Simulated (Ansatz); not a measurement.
# H4N2Si: the cost of one run

The runs use Ansatz 0.2.0, Gaussian basis; PBE0-D4/def2-TZVP structures, single points in def2-TZVPP, no counterpoise correction.

Levels: SPW92, PBE-D4, BLYP-D4, r2SCAN-D4, B97M-V, PBE0-D4, B3LYP-D4, r2SCAN0-D4, BHLYP-D4, CAM-B3LYP-D4, wB97X-V, wB97M-V, B2PLYP, PBE-QIDH, RPA on PBE, Hartree-Fock, MP2, CCSD, CCSD(T).

Correlated methods freeze the cores. B3LYP uses VWN-RPA correlation. B2PLYP carries no dispersion term here.

56 further runs of the same task are left out: 56 set aside as unsound or not needed.

### Step 1. Where the work starts

The complex: 9 atoms, charge 0, spin multiplicity 1.

Atoms are counted from 1 here; the program's logs count them from 0.

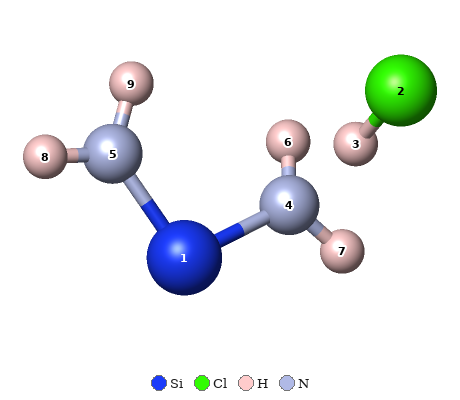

As it starts; silicon blue, chlorine green, hydrogen pink, nitrogen light blue; atoms are numbered from 1 in the order of the file.

Coordinates:

| atom | x (Å) | y (Å) | z (Å) |
| --- | --- | --- | --- |
| Si1 | 1.1271 | 0.8982 | -0.1709 |
| Cl2 | -0.5223 | -2.6609 | -1.0501 |
| H3 | 0.0174 | -1.7286 | -0.2912 |
| N4 | 0.5713 | -0.3834 | 0.8820 |
| N5 | -0.3879 | 1.5648 | -0.5892 |
| H6 | -0.3204 | -0.3720 | 1.3618 |
| H7 | 1.2615 | -0.8727 | 1.4333 |
| H8 | -0.4430 | 2.3273 | -1.2450 |
| H9 | -1.3037 | 1.2272 | -0.3307 |

Its parts: SiN2H4 holds atoms 1, 4, 5, 6, 7, 8, 9; HCl holds atoms 2, 3. Each part counts its atoms afresh in its own runs.

### Step 2. Relaxing SiN2H4 alone

File relax-a/in.yaml:

```yaml
crystal:
  periodic: [false, false, false]
  atoms:
    - {symbol: Si, position_ang: [1.127062, 0.898186, -0.170883]}
    - {symbol: N, position_ang: [0.571307, -0.383409, 0.882006]}
    - {symbol: N, position_ang: [-0.387942, 1.564834, -0.589215]}
    - {symbol: H, position_ang: [-0.320358, -0.371957, 1.361786]}
    - {symbol: H, position_ang: [1.261495, -0.872715, 1.433334]}
    - {symbol: H, position_ang: [-0.442995, 2.327297, -1.245010]}
    - {symbol: H, position_ang: [-1.303693, 1.227181, -0.330695]}
basis:
  gaussian: {orbitals: def2-TZVP}
hamiltonian: {xc: pbe0, dispersion: d4}
relax: {f_tol: 0.005, max_steps: 200}
```

Command:

```bash
$ ansatz run in.yaml --threads 4 --pin off --events-out ev --progress --plain --max-ram 9574MiB
```

**Question.** How long does this run take on 4 threads of Arm Neoverse V1, shared host?

About 8.5 s.
